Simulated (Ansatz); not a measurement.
**One shape, several levels: BH5S (B(H2S)H3)**

Wanted: a comparison of 6 runs (BLYP/STO-3G, PBE/STO-3G, UPBE0/STO-3G, r2SCAN0/STO-3G, MP2/STO-3G, CCSD/STO-3G) of BH5S (B(H2S)H3). 

The results are computed with Ansatz 0.2.0.

43 further runs of the same task are left out: 43 set aside as unsound or not needed.

## 1. The molecule

The species is BH5S (7 atoms), meant as a singlet with charge 0. As SMILES, `[H]B([H])([H])<-S`. The S2–B1 distance was set to 3.059 Å, away from the relaxed value. At this shape a bond of the SMILES string is far longer than usual.

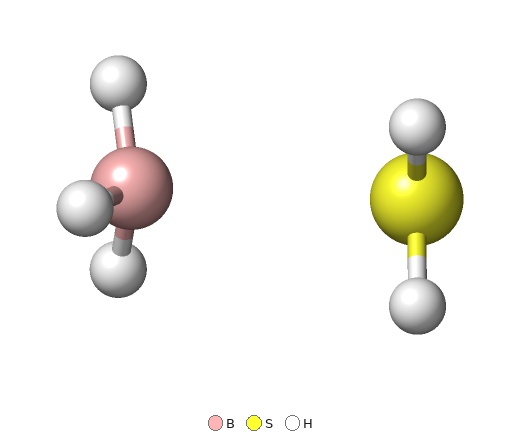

Viewed from a chosen angle; boron pink, sulfur yellow, hydrogen white.

## 2. The energy at BLYP/STO-3G (run 1)

input.yaml

```yaml
crystal:
  periodic: [false, false, false]
  atoms:
    - symbol: B
      position_ang: [0.124420, -0.210205, -1.836882]
    - symbol: S
      position_ang: [0.134050, -0.231310, 1.222430]
    - symbol: H
      position_ang: [0.506250, 1.037510, 1.415020]
    - symbol: H
      position_ang: [-1.154430, 0.067690, 1.414850]
    - symbol: H
      position_ang: [1.276980, -0.209945, -2.095412]
    - symbol: H
      position_ang: [-0.456210, 0.786605, -2.101552]
    - symbol: H
      position_ang: [-0.443910, -1.212215, -2.097622]
basis:
  gaussian: {orbitals: STO-3G}
hamiltonian: {xc: {name: BLYP}}
accuracy: high
```

The run is started by

```sh
$ ansatz run input.yaml --threads 1 --pin off --max-ram 2610MiB --events-out events.jsonl --progress --plain --runs-dir runs
```

The program printed:

```text
Warning: RAYON_NUM_THREADS=1 ignored (pool sized by the plan → 1); use --threads N
Functional definition: BLYP
  name "BLYP"
  parameter beta = 0.0042
  parameter a = 0.04918
  parameter b = 0.132
  parameter c = 0.2533
  parameter d = 0.349
  exchange = b88_x(beta = beta)
  correlation = lyp_c(a = a, b = b, c = c, d = d)
313 factors; integrals over basis functions are off by at most 2.8e-8 eV
mean field evaluation 1: about -11459.8976 eV, gradient 1.0e1 eV
mean field evaluation 2: about -11460.2395 eV, gradient 7.4e0 eV
mean field evaluation 4: about -11460.5627 eV, gradient 1.2e-1 eV
mean field evaluation 8: about -11460.4938 eV, gradient 2.2e-2 eV
mean field evaluation 16: about -11460.4938 eV, gradient 2.5e-8 eV
mean field -11460.49377687 eV, -421.1653780983 hartree, gradient 2.9e-8 eV, S^2 0.000000; 0 other end points of the search recorded, 0 dependent functions left out
reference -11460.49381780 eV, -421.1653796026 hartree; 13, 13 occupied and 6, 6 virtual orbitals, 313 factors
Total energy: -11460.49381780 eV, -421.1653796026 hartree
```

Wall time 1 s (1 thread of Arm Neoverse V2, shared host); peak memory 0.096 GiB.

## 3. A single-point energy at PBE/STO-3G (run 2)

run.yaml

```yaml
crystal:
  periodic: [false, false, false]
  atoms:
    - {symbol: B, position_ang: [0.124420, -0.210205, -1.836882]}
    - {symbol: S, position_ang: [0.134050, -0.231310, 1.222430]}
    - {symbol: H, position_ang: [0.506250, 1.037510, 1.415020]}
    - {symbol: H, position_ang: [-1.154430, 0.067690, 1.414850]}
    - {symbol: H, position_ang: [1.276980, -0.209945, -2.095412]}
    - {symbol: H, position_ang: [-0.456210, 0.786605, -2.101552]}
    - {symbol: H, position_ang: [-0.443910, -1.212215, -2.097622]}
basis:
  gaussian: {orbitals: STO-3G}
hamiltonian: {xc: pbe}
accuracy: high
```

The run is started by

```sh
$ ansatz run run.yaml --threads 1 --pin off --max-ram 2610MiB --events-out events.jsonl --progress --plain --runs-dir runs
```

The program printed:

```text
Warning: RAYON_NUM_THREADS=1 ignored (pool sized by the plan → 1); use --threads N
Functional definition: PBE
  name "PBE"
  parameter kappa = 0.804
  parameter beta = 0.06672455060314922
  exchange = pbe_x(kappa = kappa, mu = beta*pi^2/3)
  correlation = pbe_c(beta = beta)
313 factors; integrals over basis functions are off by at most 2.8e-8 eV
mean field evaluation 1: about -11455.1659 eV, gradient 9.0e0 eV
mean field evaluation 2: about -11455.4628 eV, gradient 6.5e0 eV
mean field evaluation 4: about -11455.7246 eV, gradient 1.1e-1 eV
mean field evaluation 8: about -11455.6560 eV, gradient 2.3e-2 eV
mean field evaluation 16: about -11455.6560 eV, gradient 2.1e-8 eV
mean field -11455.65602924 eV, -420.9875941522 hartree, gradient 2.2e-8 eV, S^2 0.000000; 0 other end points of the search recorded, 0 dependent functions left out
reference -11455.65603133 eV, -420.9875942288 hartree; 13, 13 occupied and 6, 6 virtual orbitals, 313 factors
Total energy: -11455.65603133 eV, -420.9875942288 hartree
```

It took 1 s on 1 thread of Arm Neoverse V2, shared host; peak memory 0.096 GiB.

Run 3 isn't shown in full; the table further down has it.

## 4. A single-point energy at r2SCAN0/STO-3G (run 4)

job.yaml

```yaml
crystal:
  periodic: [false, false, false]
  atoms:
    - symbol: B
      position_ang: [0.124420, -0.210205, -1.836882]
    - symbol: S
      position_ang: [0.134050, -0.231310, 1.222430]
    - symbol: H
      position_ang: [0.506250, 1.037510, 1.415020]
    - symbol: H
      position_ang: [-1.154430, 0.067690, 1.414850]
    - symbol: H
      position_ang: [1.276980, -0.209945, -2.095412]
    - symbol: H
      position_ang: [-0.456210, 0.786605, -2.101552]
    - symbol: H
      position_ang: [-0.443910, -1.212215, -2.097622]
basis:
  gaussian: {orbitals: STO-3G}
hamiltonian: {xc: {name: r2SCAN0}}
accuracy: high
```

The run is started by

```sh
$ ansatz run job.yaml --threads 1 --pin off --max-ram 2610MiB --events-out events.jsonl --progress --plain --runs-dir runs
```

The program printed:

```text
Warning: RAYON_NUM_THREADS=1 ignored (pool sized by the plan → 1); use --threads N
Functional definition: r2SCAN0
  name "r2SCAN0"
  parameter a = 0.25
  parameter k0 = 0.174
  parameter k1 = 0.065
  parameter a1 = 4.9479
  exchange = (1 - a)*r2scan_x(k0 = k0, k1 = k1, a1 = a1) + a*exact_x
  correlation = r2scan_c
313 factors; integrals over basis functions are off by at most 2.8e-8 eV
mean field evaluation 1: about -11461.2418 eV, gradient 7.0e0 eV
mean field evaluation 2: about -11461.5290 eV, gradient 1.6e0 eV
mean field evaluation 4: about -11461.5399 eV, gradient 5.7e-2 eV
mean field evaluation 8: about -11461.4882 eV, gradient 1.1e-4 eV
mean field -11461.48819080 eV, -421.2019221363 hartree, gradient 7.4e-8 eV, S^2 0.000000; 0 other end points of the search recorded, 0 dependent functions left out
reference -11461.48819116 eV, -421.2019221493 hartree; 13, 13 occupied and 6, 6 virtual orbitals, 313 factors
Total energy: -11461.48819116 eV, -421.2019221493 hartree
```

Wall time 2.2 s (1 thread of Arm Neoverse V2, shared host); peak memory 0.14 GiB.

Run 5 isn't shown in full; the table further down has it.

## 5. A single-point energy at CCSD/STO-3G (run 6)

run.yaml: that of step 3 with these lines changed.

```diff
@@ -12,3 +12,4 @@
   gaussian: {orbitals: STO-3G}
-hamiltonian: {xc: pbe}
+correlation: {method: ccsd, frozen_orbitals: {B: 1, H: 0, S: 5}}
 accuracy: high
+scf: {omitted_lower_state_checks: [cluster_reference, increment]}
```

The run is started by

```sh
$ ansatz run run.yaml --threads 1 --pin off --max-ram 2610MiB --events-out events.jsonl --progress --plain --runs-dir runs
```

The program printed, shortened:

```text
Warning: RAYON_NUM_THREADS=1 ignored (pool sized by the plan → 1); use --threads N
Functional definition: HF
  name "HF"
[...]
313 factors; integrals over basis functions are off by at most 2.8e-8 eV
[...]
mean field -11438.95933266 eV, -420.3740018703 hartree, gradient 1.7e-8 eV, S^2 0.000000; 0 other end points of the search recorded, 0 dependent functions left out
6 core orbitals not correlated: weight in the atoms' cores, before any rotation towards them, 1.000 or more for the frozen orbitals, at most 0.000 for the correlated occupied ones
reference -11438.95933266 eV, -420.3740018703 hartree; 7, 7 occupied and 6, 6 virtual orbitals, 313 factors
second order -1.80926146 eV of doubles, -0.00000000 eV of singles
cycle   1  -2.35179032 eV  change   -5.4e-1 eV  update   5.8e-2
[...]
cycle  20  -2.64118680 eV  change  -5.4e-10 eV  update  3.5e-10
Total energy: -11441.60051946 eV, -420.4710636949 hartree
Checks for a lower state left out: cluster_reference, increment
```

It took 0.12 s on 1 thread of Arm Neoverse V2, shared host.

## 6. The series

```
run           level  frozen core orbitals  energy (Eh)  wall time
  1     BLYP/STO-3G                     –  -421.165380        1 s
  2      PBE/STO-3G                     –  -420.987594        1 s
  3    UPBE0/STO-3G                     –  -421.059267      1.8 s
  4  r2SCAN0/STO-3G                     –  -421.201922      2.2 s
  5      MP2/STO-3G                     6  -420.440491      0.1 s
  6     CCSD/STO-3G                     6  -420.471064     0.12 s
```

## 7. What came out

```
                                          quantity          value
                               run 6: total energy  -420.47106 Eh
run 6: correlation energy (6 core orbitals frozen)      -97.1 mEh
                              run 6: T1 diagnostic          0.006
```

**Reading.** Totals of different functionals can't be ranked against each other. In runs 1, 2, 3, 4, 5, 6 the basis is minimal, so the values are rough. All runs together took 6.2 s, the longest 2.2 s.
